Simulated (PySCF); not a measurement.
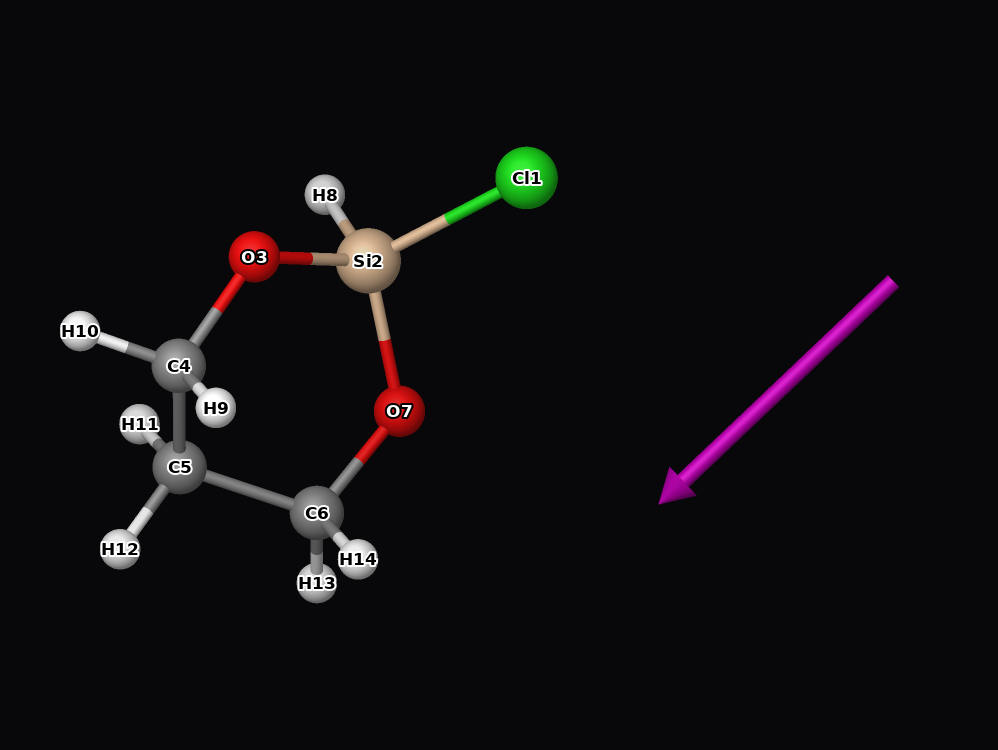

The arrow beside the molecule shows the direction of the dipole moment, from the negative to the positive end (its length means nothing). The computed structure is the end point of a GFN2-xTB optimisation. No frequency run is at hand to confirm it as a minimum. Method: CAM-B3LYP/def2-SVPD, gas phase (PySCF 2.14.0).

How large is the dipole moment?

3.36 D; it points from the side of Cl1 to the side of H12 (the outermost atoms at the two ends).

The geometry is semi-empirical. Around Si such bond lengths and angles can be off by a tenth of an ångström or more and by several degrees, and values that hang on the shape move with them.
